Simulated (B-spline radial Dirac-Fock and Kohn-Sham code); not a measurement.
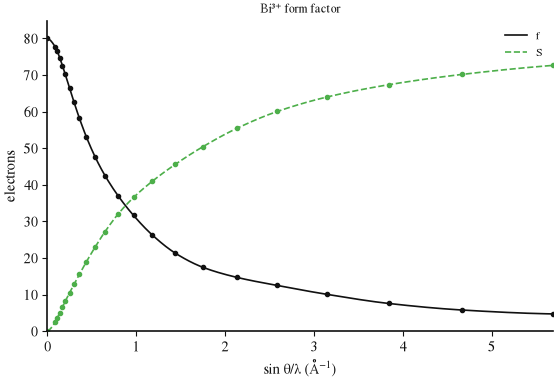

The X-ray form factor f and the incoherent scattering function S against sin θ/λ. The figure is for Bi³⁺ in the configuration [Xe] 4f14 5d10 6s2, inside a Watson sphere of charge −3 and radius 2 Å that stands in for a crystal. The calculation used the spherical Dirac–Fock density (average of configuration), S by Waller and Hartree (a B-spline radial code).

> What is f at sin θ/λ = 0.97 Å⁻¹?

31.6 electrons.

> Where do f and S cross?

Between sin θ/λ = 0.80 Å⁻¹ and sin θ/λ = 0.97 Å⁻¹.
